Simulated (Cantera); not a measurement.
Feed: 1 mol AlCl3, 2.8 mol H2O, 160 mol H2, at 0.000200 bar.

Cantera equilibrium calculation (NASA polynomials, part measured and part estimated; ideal gas, pure solids and liquids). Candidate condensed phases: Al, AlCl3, Al2O3, H2O; 29 gas species. The tables' values for AlOH are old estimates; treat these amounts as uncertain. Condensed phases not in the tables: AlOCl. Equilibrium is a limit: real reactors are often held back by kinetics, nucleation or transport.

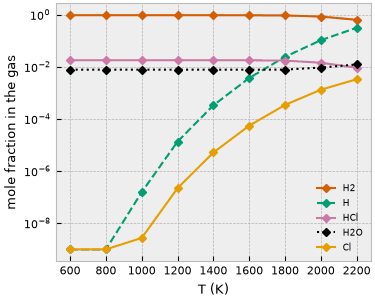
Equilibrium gas composition (values under 1e-9 drawn at 1e-9)

From 600 K to 2000 K the condensed part is Al2O3(s). At 2200 K nothing is condensed.
